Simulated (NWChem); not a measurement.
# CH6AlAs (SMILES C[AsH][AlH2]) at FT97/6-31G(d)/LANL2DZ (core potential, Cartesian functions)

Aim: the energy difference between two shapes of CH6AlAs at FT97/6-31G*/LANL2DZ (core potential, Cartesian functions), from 2 runs. 

The calculation is run with NWChem 7.3.0.

2 further runs of the same task are left out: 2 set aside as unsound or not needed.

## Step 1: The molecule

The species is CH6AlAs (9 atoms), meant as a singlet with charge 0. As SMILES, `C[AsH][AlH2]`. The shape is that of a PBE0-D4/def2-TZVP optimisation.

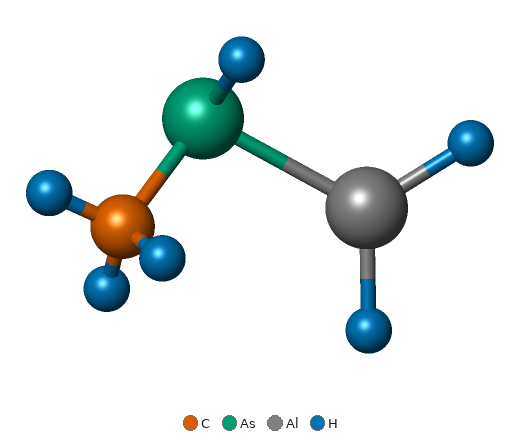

Viewed from a chosen angle; carbon orange, arsenic teal, aluminium grey, hydrogen blue.

## Step 2: Energy and gradient at FT97/6-31G(d)/LANL2DZ (core potential, Cartesian functions)

The input, ch6alas.nw:

```
start ch6alas
title "CH6AlAs"
memory total 2200 mb

geometry noautosym nocenter noautoz
  C     -0.476000     1.159700    -0.848800
  As     0.508200    -0.554800    -1.021900
  Al     0.155300    -1.450100     1.201600
  H     -0.278300     1.758200    -1.737700
  H     -1.541200     0.931500    -0.812600
  H     -0.203000     1.727200     0.038100
  H      1.894100    -0.044000    -0.644900
  H      1.212900    -2.461900     1.818100
  H     -1.183400    -1.112000     1.991000
end

basis cartesian
  * library 6-31G* except As
  As library "lanl2dz ecp"
end

ecp
  As library "lanl2dz ecp"
end

dft
  xc ft97
  grid xfine
  direct
  maxiter 100
  mulliken
end

task dft gradient
```

The run is started by

```console
$ nwchem ch6alas.nw > ch6alas.out
```

What it wrote (excerpt; [...] marks lines left out):

```text
[...]
          Wavefunction type:  closed shell.
          No. of atoms     :     9
          No. of electrons :    30
[...]
          Charge           :     0
          Spin multiplicity:     1
[...]
          AO basis - number of functions:    54
[...]
              XC Information
              --------------
           Filatov Thiel 1997 Method XC Functional
                        Slater Exchange Functional  1.000 local
            Filatov Thiel 1997 Method X Functional  1.000 non-local
            Filatov Thiel 1997 Method C Functional  1.000
[...]
 d= 0,ls=0.0,diis     1   -290.1684146745 -3.62D+02  1.24D-02  1.84D-01     1.5
[...]
 d= 0,ls=0.0,diis     8   -290.1924064150  9.08D-09  7.12D-06  1.03D-07     9.0
         Total DFT energy =     -290.192406414994
      One electron energy =     -542.716574831325
           Coulomb energy =      208.921529849815
    Exchange-Corr. energy =      -27.760313932341
 Nuclear repulsion energy =       71.362952498857
[...]
      Total Density - Mulliken Population Analysis
     ---------------------------------------------
    Atom       Charge   Shell Charges
 -----------   ------   -------------------------------------------------------
    1 C    6     6.77   1.99  0.65  2.07  0.76  1.26  0.04
    2 As   5     4.93   0.39  1.44  1.84  1.25
    3 Al  13    12.69   2.00  1.99  5.96  0.97  1.24  0.23  0.22  0.10
    4 H    1     0.79   0.52  0.26
    5 H    1     0.79   0.52  0.27
    6 H    1     0.79   0.53  0.27
    7 H    1     1.04   0.51  0.53
    8 H    1     1.10   0.49  0.60
    9 H    1     1.10   0.49  0.61
[...]
  wavefunction    = closed shell
                         DFT ENERGY GRADIENTS
    atom               coordinates                        gradient
                 x          y          z           x          y          z
   1 C      -0.899510   2.191515  -1.603999    0.002064  -0.004490   0.000504
   2 As      0.960359  -1.048420  -1.931111    0.001638   0.014683   0.008872
   3 Al      0.293474  -2.740292   2.270695    0.000626   0.000999  -0.002389
   4 H      -0.525911   3.322516  -3.283777   -0.000932  -0.005708   0.006803
   5 H      -2.912446   1.760280  -1.535591    0.008594   0.000916  -0.000295
   6 H      -0.383614   3.263935   0.071999   -0.001643  -0.005724  -0.006970
   7 H       3.579330  -0.083148  -1.218684   -0.011746  -0.004328  -0.000916
   8 H       2.292049  -4.652316   3.435711   -0.004257   0.004310  -0.002391
   9 H      -2.236302  -2.101375   3.762444    0.005654  -0.000657  -0.003218
[...]
```

Wall time 12 s (1 thread of AMD EPYC 9R45 (Zen 5), shared host); peak memory 0.15 GiB.

## Step 3: The distorted shape at the same level

The input, ch6alas.xyz:

```xyz
9
CH6AlAs
C     -0.548968     1.153075    -0.809877
As     0.526986    -0.600715    -0.896674
Al     0.035844    -1.406590     1.111977
H     -0.205912     1.638409    -1.538325
H     -1.665974     0.814116    -0.899370
H     -0.177482     1.675325    -0.039629
H      1.899310    -0.046855    -0.746265
H      1.216152    -2.532596     1.854118
H     -1.232691    -1.296389     1.867716
```

The input, run.py:

```python
from ase.io import read
from ase.calculators.nwchem import NWChem

system = read('ch6alas.xyz')

calc = NWChem(
    label='ch6alas',
    theory='dft',
    memory='2200 mb',
    basis={'C': '6-31G*', 'As': '"lanl2dz ecp"', 'Al': '6-31G*', 'H': '6-31G*'},
    ecp={'As library': '"lanl2dz ecp"'},
    dft={'xc': 'ft97', 'mult': '1', 'grid': 'xfine', 'direct': None, 'iterations': '100', 'mulliken': None},
)
system.calc = calc

forces = system.get_forces()
print("Total energy (eV):", round(system.get_potential_energy(), 6))
print("forces (eV/A):")
for s, f in zip(system.symbols, forces):
    print(f"{s:2s} {f[0]:10.5f} {f[1]:10.5f} {f[2]:10.5f}")
print("dipole (e A):", system.get_dipole_moment().round(4))
```

The run is started by

```console
$ export ASE_NWCHEM_COMMAND="nwchem PREFIX.nwi > PREFIX.nwo"
$ python run.py
```

What it wrote:

```text
Total energy (eV): -7894.823791
forces (eV/A):
C    -4.41829   -7.05948    2.58956
As   -0.72706    0.60123   -2.73288
Al    2.46548   -2.45566    2.51444
H     2.21567    4.22103   -7.36657
H     1.85531    1.16265    0.46686
H     0.39117    2.01898    4.08600
H     1.02016    0.35533    0.22410
H    -0.88934    0.88251   -0.61352
H    -1.91306    0.27341    0.83196
dipole (e A): [-0.1162  0.4633 -0.09  ]
```

The calculator wrote ch6alas.nwi:

```
title "ch6alas"

permanent_dir ch6alas

scratch_dir ch6alas

start ch6alas

geometry units angstrom nocenter noautosym noautoz
  C  -5.4896800000000001e-01 1.1530750000000001e+00 -8.0987699999999996e-01
  As 5.2698599999999995e-01 -6.0071500000000000e-01 -8.9667399999999997e-01
  Al 3.5844000000000001e-02 -1.4065900000000000e+00 1.1119770000000000e+00
  H  -2.0591200000000001e-01 1.6384090000000000e+00 -1.5383249999999999e+00
  H  -1.6659740000000001e+00 8.1411599999999995e-01 -8.9937000000000000e-01
  H  -1.7748200000000000e-01 1.6753250000000000e+00 -3.9628999999999998e-02
  H  1.8993100000000001e+00 -4.6855000000000001e-02 -7.4626499999999996e-01
  H  1.2161519999999999e+00 -2.5325959999999998e+00 1.8541179999999999e+00
  H  -1.2326910000000000e+00 -1.2963890000000000e+00 1.8677159999999999e+00
end

memory 2200 mb

basis noprint
   C library 6-31G*
  As library "lanl2dz ecp"
  Al library 6-31G*
   H library 6-31G*
end

ecp
  As library "lanl2dz ecp"
end
dft
  xc ft97
  mult 1
  grid xfine
  direct
  iterations 100
  mulliken
end

task dft gradient
```

ch6alas.nwo (excerpt; [...] marks lines left out):

```text
[...]
          Wavefunction type:  closed shell.
          No. of atoms     :     9
          No. of electrons :    30
[...]
          Charge           :     0
          Spin multiplicity:     1
[...]
          AO basis - number of functions:    54
[...]
              XC Information
              --------------
           Filatov Thiel 1997 Method XC Functional
                        Slater Exchange Functional  1.000 local
            Filatov Thiel 1997 Method X Functional  1.000 non-local
            Filatov Thiel 1997 Method C Functional  1.000
[...]
 d= 0,ls=0.0,diis     1   -290.1026715677 -3.64D+02  1.26D-02  2.04D-01     1.5
[...]
 d= 0,ls=0.0,diis     9   -290.1294253872 -6.32D-08  1.56D-06  3.99D-09    10.2
         Total DFT energy =     -290.129425387236
      One electron energy =     -546.743143349750
           Coulomb energy =      210.923141610460
    Exchange-Corr. energy =      -27.830752702459
 Nuclear repulsion energy =       73.521329054513
[...]
  wavefunction    = closed shell
                         DFT ENERGY GRADIENTS
    atom               coordinates                        gradient
                 x          y          z           x          y          z
   1 C      -1.037399   2.178996  -1.530446    0.085922   0.137285  -0.050359
   2 As      0.995859  -1.135187  -1.694468    0.014139  -0.011692   0.053146
   3 Al      0.067735  -2.658070   2.101332   -0.047946   0.047755  -0.048898
   4 H      -0.389117   3.096144  -2.907013   -0.043088  -0.082086   0.143257
   5 H      -3.148234   1.538456  -1.699563   -0.036080  -0.022610  -0.009079
   6 H      -0.335392   3.165905  -0.074888   -0.007607  -0.039263  -0.079460
   7 H       3.589175  -0.088543  -1.410236   -0.019839  -0.006910  -0.004358
   8 H       2.298194  -4.785912   3.503775    0.017295  -0.017162   0.011931
   9 H      -2.329448  -2.449820   3.529471    0.037203  -0.005317  -0.016179
[...]
```

It took 13 s on 1 thread of AMD EPYC 9R45 (Zen 5), shared host; peak memory 0.15 GiB.

## Step 4: Outcome

Level: FT97/6-31G*/LANL2DZ (core potential, Cartesian functions).

| quantity | value |
| --- | --- |
| first shape: total energy | -290.19241 Eh |
| first shape: dipole moment | 1.25 D |
| first shape: HOMO energy | -5.50 eV |
| first shape: LUMO energy | -2.28 eV |
| first shape: HOMO–LUMO gap | 3.23 eV |
| first shape: largest force on an atom | 0.886 eV/Å |
| distorted shape: total energy | -290.12943 Eh |
| distorted shape: dipole moment | 2.33 D |
| distorted shape: HOMO energy | -5.62 eV |
| distorted shape: LUMO energy | -2.17 eV |
| distorted shape: HOMO–LUMO gap | 3.45 eV |
| distorted shape: largest force on an atom | 8.775 eV/Å |
| energy change with the atoms displaced | 1.714 eV |

What this shows: With the atoms displaced the energy rises by 1.71 eV (40 kcal/mol). The first shape isn't relaxed at this level, so the change isn't measured from a minimum. The largest force (first shape) is 0.89 eV/Å: the shape isn't a stationary point for this species at this level. Mulliken charges (distorted shape) run from -0.76 on C1 to +0.25 on Al3.
